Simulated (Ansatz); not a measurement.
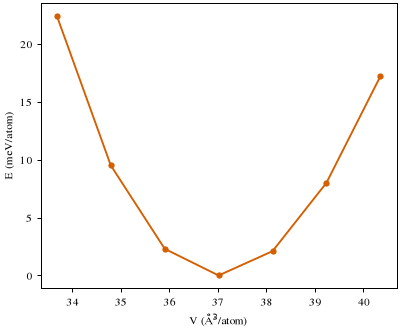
Fig. 1. SrMg (CsCl type, Pm-3m) under volume change, r²SCAN in the plane-wave PAW code Ansatz, scaled uniformly.

What does a third-order Birch–Murnaghan fit give for V₀, B₀ and B′?

V₀ = 37.02 Å³/atom, B₀ = 20.8 GPa, B′ = 3.5.

The workflow started from an entry of the Crystallography Open Database (COD). Whether it is the stable phase at ambient conditions was not checked. The cell was relaxed with r²SCAN under the symmetry of its start; whether a distortion lowers the energy is not shown. The volume moved by 25 % from the start of the relaxation.

Potentials: the later of the program's two PAW sets.
